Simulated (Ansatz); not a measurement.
**CHClF2 (difluorochloromethane) at B3LYP/6-311+G(d,p)**

Aim: the vertical singlet–triplet gap of CHClF2 (difluorochloromethane) at B3LYP/6-311+G**, from 2 runs. 

Program for the calculation: Ansatz 0.2.0.

69 further runs of the same task are left out: 69 set aside as unsound or not needed.

### Step 1. The structure to begin with

CHClF2 has 5 atoms, charge 0, and is taken as a singlet. SMILES: `FC(F)Cl`. The coordinates come from a PBE0-D4/def2-TZVP relaxation.

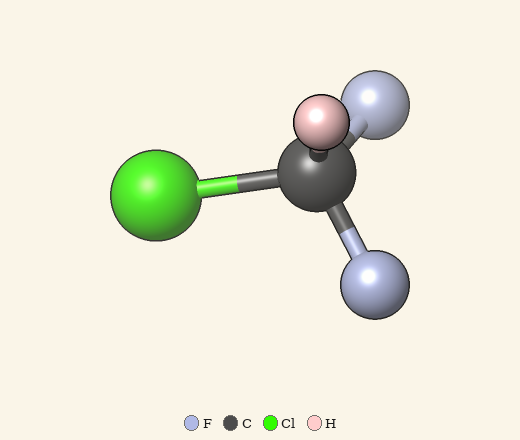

The structure, seen from a chosen angle (fluorine light blue, carbon dark grey, chlorine green, hydrogen pink).

### Step 2. The energy at B3LYP/6-311+G(d,p)

job.yaml reads:

```yaml
crystal:
  periodic: [false, false, false]
  atoms:
    - {symbol: F, position_ang: [0.038900, -0.568100, 1.222300]}
    - {symbol: C, position_ang: [0.109400, 0.023600, 0.028300]}
    - {symbol: F, position_ang: [0.844200, -0.745900, -0.776900]}
    - {symbol: Cl, position_ang: [-1.511000, 0.208900, -0.640800]}
    - {symbol: H, position_ang: [0.568600, 1.007800, 0.125800]}
basis:
  gaussian:
    orbitals: 6-311+G_st__st_-spherical.json
hamiltonian:
  xc: {name: B3LYP}
output: {orbitals: {seedname: orbitals}}
accuracy: high
```

The basis set 6-311+G** is read from a file made from the Basis Set Exchange's data (not shown).

Started as:

```
$ ansatz run job.yaml --threads 1 --pin off --max-ram 3480MiB --events-out events.jsonl --progress --plain --runs-dir runs
```

Log:

```text
Warning: RAYON_NUM_THREADS=1 ignored (pool sized by the plan → 1); use --threads N
Functional definition: B3LYP
  name "B3LYP"
  parameter a0 = 0.2
  parameter ax = 0.72
  parameter ac = 0.81
  exchange = (1 - a0 - ax)*slater_x + ax*b88_x + a0*exact_x
  correlation = (1 - ac)*vwn_rpa_c + ac*lyp_c
1863 factors; integrals over basis functions are off by at most 4.5e-9 eV
mean field evaluation 1: about -19010.7231 eV, gradient 3.3e1 eV
mean field evaluation 2: about -19009.3637 eV, gradient 4.7e1 eV
mean field evaluation 4: about -19012.1670 eV, gradient 1.1e0 eV
mean field evaluation 8: about -19012.2958 eV, gradient 8.7e-2 eV
mean field evaluation 16: about -19012.2958 eV, gradient 3.7e-6 eV
mean field -19012.29577577 eV, -698.6889827628 hartree, gradient 3.6e-8 eV, S^2 0.000000; 0 other end points of the search recorded, 0 dependent functions left out
reference -19012.29581693 eV, -698.6889842751 hartree; 21, 21 occupied and 81, 81 virtual orbitals, 1863 factors
Total energy: -19012.29581693 eV, -698.6889842751 hartree
```

Run time: 7.5 s. Hardware: 1 thread of Arm Neoverse V1, shared host; peak memory 0.3 GiB.

### Step 3. The triplet, same level

job.yaml, as its differences from that of step 2:

```diff
@@ -9,7 +9,6 @@
 basis:
-  gaussian:
-    orbitals: 6-311+G_st__st_-spherical.json
-hamiltonian:
-  xc: {name: B3LYP}
+  gaussian: {orbitals: 6-311+G_st__st_-spherical.json}
+accuracy: high
 output: {orbitals: {seedname: orbitals}}
-accuracy: high
+hamiltonian: {xc: {name: B3LYP}}
+magnetization: {spin_polarized: true, initial_magnetization: 2}
```

The basis set 6-311+G** is read from a file made from the Basis Set Exchange's data (not shown).

Started as:

```
$ ansatz run job.yaml --threads 1 --pin off --max-ram 3480MiB --events-out events.jsonl --progress --plain --runs-dir runs
```

Log, shortened:

```text
Warning: RAYON_NUM_THREADS=1 ignored (pool sized by the plan → 1); use --threads N
[... 7 set-up lines as earlier in the session ...]
1863 factors; integrals over basis functions are off by at most 4.5e-9 eV
mean field evaluation 1: about -19002.2574 eV, gradient 2.7e1 eV
mean field evaluation 2: about -18991.8212 eV, gradient 5.5e1 eV
mean field evaluation 4: about -19004.7451 eV, gradient 3.3e0 eV
mean field evaluation 8: about -19004.9801 eV, gradient 1.4e-1 eV
mean field evaluation 16: about -19004.9804 eV, gradient 1.5e-3 eV
mean field evaluation 32: about -19004.9804 eV, gradient 5.0e-5 eV
mean field evaluation 64: about -19004.8259 eV, gradient 2.3e0 eV
mean field -19004.98041373 eV, -698.4201481662 hartree, gradient 7.5e-8 eV, S^2 2.003332; 6 other end points of the search recorded, 0 dependent functions left out
reference -19004.98044981 eV, -698.4201494922 hartree; 22, 20 occupied and 80, 82 virtual orbitals, 1863 factors
Total energy: -19004.98044981 eV, -698.4201494922 hartree
```

Run time: 39 s. Hardware: 1 thread of Arm Neoverse V1, shared host; peak memory 0.45 GiB.

### Step 4. Summary of results

Level: B3LYP/6-311+G**.

```
                                        quantity          value
                           singlet: total energy  -698.68898 Eh
                            singlet: HOMO energy       -9.46 eV
                            singlet: LUMO energy       -0.28 eV
                          singlet: HOMO–LUMO gap        9.18 eV
                           triplet: total energy  -698.42015 Eh
     triplet: HOMO energy (highest over α and β)       -2.59 eV
                                   triplet: ⟨S²⟩          2.003
vertical energy of the triplet above the singlet       7.315 eV
```

In words: At this shape the triplet lies 7.32 eV (169 kcal/mol) above the singlet.
